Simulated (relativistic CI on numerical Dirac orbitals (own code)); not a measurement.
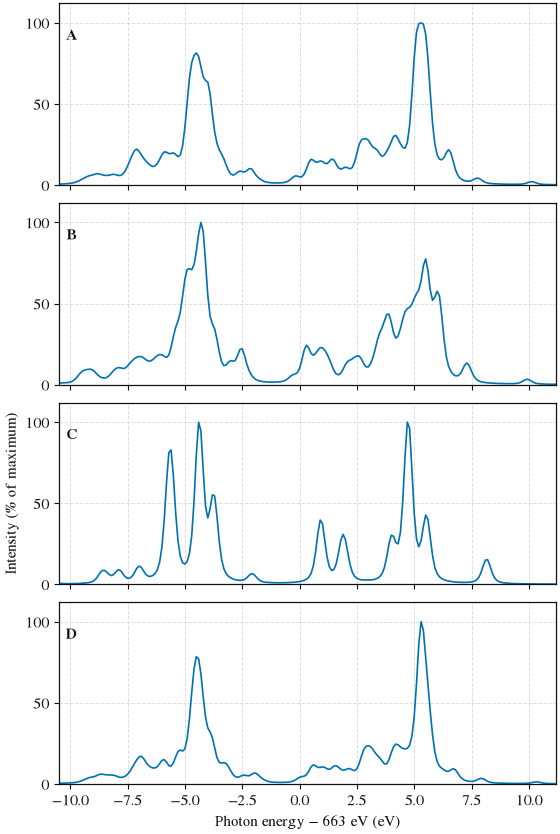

L₂,₃ X-ray absorption of Mn⁶⁺ (manganese, Z = 25), [Ar] 3d, in 4 environments. Multiplet model: relativistic Dirac–Coulomb–Breit theory, one configuration a step, Slater integrals scaled by 0.7, 10 K, Voigt broadening (Lorentzian 0.24 eV, Gaussian 0.3 eV full widths), computed with a radial Dirac CI code.

(1) a field of D4h symmetry with 10Dq = 18,400, Ds = −1,500, Dt = 530 cm⁻¹
(2) no crystal field (free ion)
(3) a field of D4h symmetry with 10Dq = 18,400, Ds = 1,070, Dt = 530 cm⁻¹
(4) a field of D4h symmetry with 10Dq = 18,400, Ds = −860, Dt = 530 cm⁻¹

Q: Which panel belongs to which field?

A: A is (4), maxima at 655.9 eV (22), 657.1 eV (20), 658.5 eV (81), 660.8 eV (10), 663.5 eV (16), 663.9 eV (15), 664.4 eV (16), 665.0 eV (11), 665.9 eV (29), 667.2 eV (31), 668.3 eV (100) and 669.5 eV (22); B is (3), maxima at 656.0 eV (17), 656.9 eV (19), 658.2 eV (72), 658.7 eV (100), 660.5 eV (22), 663.3 eV (24), 663.9 eV (23), 665.5 eV (18), 666.9 eV (43), 668.5 eV (78), 669.0 eV (58) and 670.3 eV (13); C is (2), maxima at 654.5 eV (9), 655.1 eV (9), 656.0 eV (11), 657.4 eV (83), 658.6 eV (100), 659.2 eV (55), 663.9 eV (40), 664.9 eV (31), 667.0 eV (30), 667.7 eV (100), 668.5 eV (43) and 671.2 eV (15); D is (1), maxima at 656.1 eV (17), 657.1 eV (15), 657.8 eV (21), 658.5 eV (78), 663.6 eV (12), 664.6 eV (11), 665.2 eV (9), 666.0 eV (24), 667.2 eV (25), 668.3 eV (100) and 669.7 eV (9) (heights in % of each maximum). The ground-state spin is S = 0.50 in all.

Note: free-ion energies, so absolute edge positions are off by a few eV from solids.
